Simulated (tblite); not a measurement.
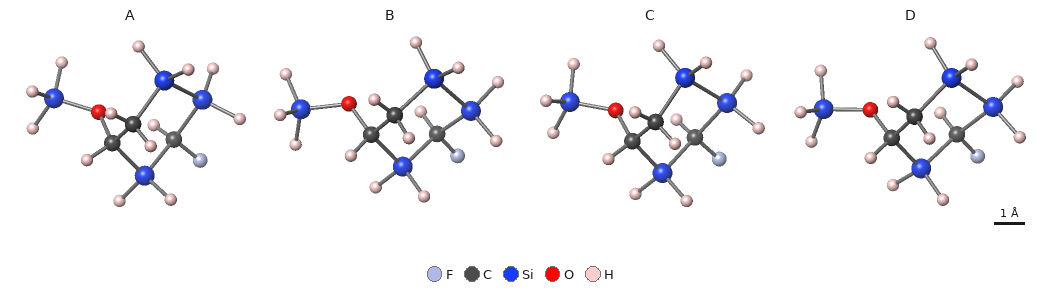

4 geometries from one relaxation of C₃H₁₃FOSi₄, in shuffled order. A ball-and-stick model, seen from a free direction.

These are results of GFN2-xTB geometry optimisation, gas phase in tblite, not measurements. 

Put them in the order of the run, from the start to the converged end.

Answer. B, D, C, A. They are steps 0, 33, 75, 116, at +13.8 kcal/mol, +1.67 kcal/mol, +0.40 kcal/mol relative to the last. An H atom moves most after the best rigid fit: 1.29 Å. Largest moves by element: H 1.29 Å, Si 0.59 Å, O 0.45 Å, C 0.34 Å, F 0.22 Å. Near-neighbour distances that change, for instance: C–Si 1.830 → 1.933 Å, C–Si 1.854 → 1.911 Å, O–Si 1.674 → 1.619 Å, C–F 1.360 → 1.402 Å. Bond angles that change, for instance: O–Si–H 109.5° → 99.4°, O–C–Si 114.4° → 105.3°, Si–C–C 117.8° → 110.0°. Groups turn about C–O by about 25°. The energy falls by 13.8 kcal/mol in 116 geometry steps. The run took 1.3 s on 1 thread of Arm Neoverse V2, on a shared host.
